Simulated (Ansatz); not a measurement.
C$_{3}$H$_{9}$ClSi

Input

```
crystal:
  periodic: [false, false, false]
  atoms:
    - { symbol: Si, position_ang: [0.0, 0.0, 0.0] }
    - { symbol: Cl, position_ang: [0.0, 0.0, 2.13] }
    - { symbol: C, position_ang: [1.7634, 0.0, -0.6227] }
    - { symbol: H, position_ang: [2.1111, -1.0463, -0.7509] }
    - { symbol: H, position_ang: [1.8119, 0.5276, -1.5981] }
    - { symbol: H, position_ang: [2.4154, 0.5187, 0.1108] }
    - { symbol: C, position_ang: [-0.8808, 1.5259, -0.6227] }
    - { symbol: H, position_ang: [-1.9334, 1.2723, -0.8671] }
    - { symbol: H, position_ang: [-0.8624, 2.3106, 0.1622] }
    - { symbol: H, position_ang: [-0.3704, 1.9025, -1.5336] }
    - { symbol: C, position_ang: [-0.8808, -1.5259, -0.6227] }
    - { symbol: H, position_ang: [-1.3804, -2.0377, 0.2261] }
    - { symbol: H, position_ang: [-1.6409, -1.2332, -1.3768] }
    - { symbol: H, position_ang: [-0.1449, -2.2146, -1.0879] }
basis:
  gaussian: { orbitals: def2-SVP }
hamiltonian:
  xc: pbe
  dispersion: d4
relax:
  f_tol: 0.02
  max_steps: 40
output:
  orbitals: {}
```

Launched as:

```sh
ansatz run input.yaml --threads 2 --pin off --max-ram 3072MiB --backend cpu --events-out ev --progress --plain --runs-dir out
```

The fields are those of the run's last geometry, not of the input's.

Theory: Ansatz 0.2.0, RKS PBE-D4/def2-SVP.

What can the converged electron density and electron localisation function tell about the bonding?

C–Si (1.88 Å): ρ is about 0.95 e/Å³ halfway; the ELF peaks at about 0.95 between the atoms, as expected for localised, covalent bonding.
C–H (1.11 Å): ρ at the midpoint is about 1.8 e/Å³; the ELF climbs to about 1 towards the hydrogen, as it does in any bond to H: an ordinary covalent bond to hydrogen.

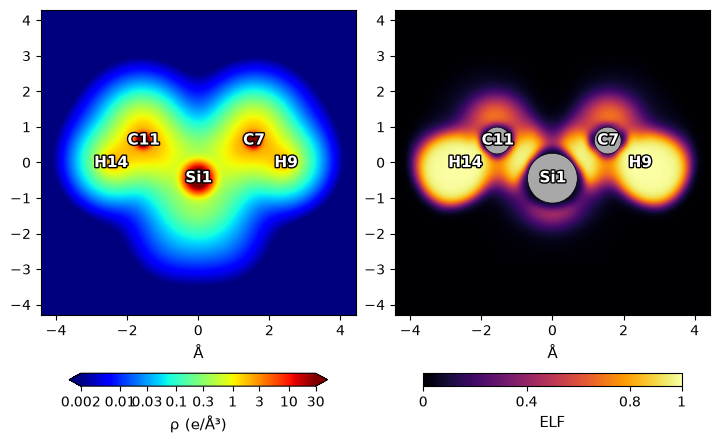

Computed electron density and electron localisation function on the plane of atoms C7, Si1 and C11, in this order. Grey discs cover the atomic cores in the ELF map. 
